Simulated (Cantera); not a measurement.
Feed: 1 mol TEOS, 5.2 mol NO, 0.41 mol H2, held at 0.00133 bar.

Equilibrium computed with Cantera from the NASA thermochemical tables; the gas is ideal and each condensed phase is pure. Candidate condensed phases: C, C6H6, C7H8, C8H18, H2O, Si, SiC, SiO2, Si2N2O, Si3N4; 151 gas species. The feed counts by its element totals alone. Mutual solubility and eutectic melting of coexisting phases are not modelled. The tables hold silica as quartz up to 1696 K and as liquid above; real silica turns to tridymite and cristobalite and melts near 1996 K. Equilibrium is a limit: real reactors are often held back by kinetics, nucleation or transport.

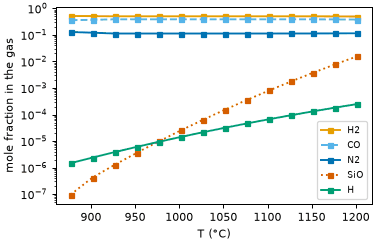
*Equilibrium gas composition (values under 1e-9 drawn at 1e-9)*

**Question.** Read off the mole fractions at 1052 °C.

**Answer.** H2 about 0.50, CO about 0.39, N2 about 0.11, SiO about 0.00015, H about 3.2e-5.
